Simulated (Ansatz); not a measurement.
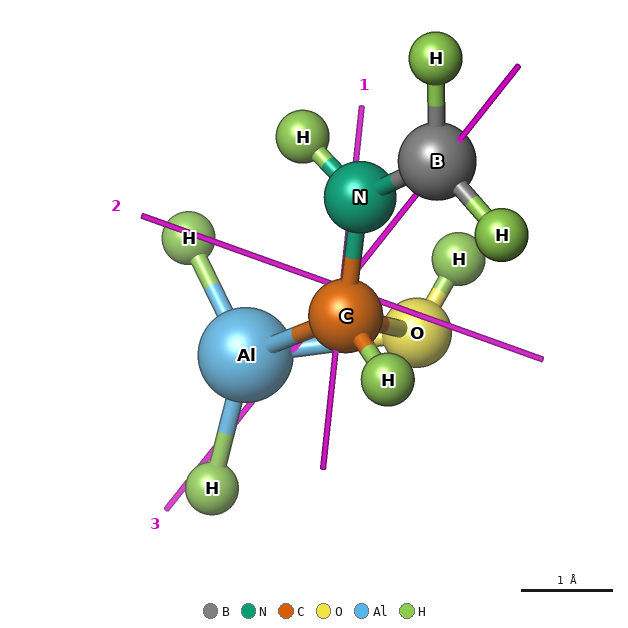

The three principal axes of inertia are drawn and numbered. Depth is shown by fading: the farther an atom, the more it takes the colour of the background. The computed structure is the end point of a PBE0-D4/def2-TZVP optimisation. No frequency run is at hand to confirm it as a minimum. Masses are those of the most abundant isotopes; constants are for the rigid equilibrium geometry.

Question: Which line is the a axis (least moment of inertia), which b and which c?

Answer: a is line 3, b is line 2, c is line 1; the moments are 47.2, 226, 248 u Å².

Question: Classify the rotor and give the rotational constants (MHz).

Answer: An asymmetric top (C1): A = 10706, B = 2232, C = 2040 MHz. Ray's parameter κ is −0.96, close to the prolate limit.
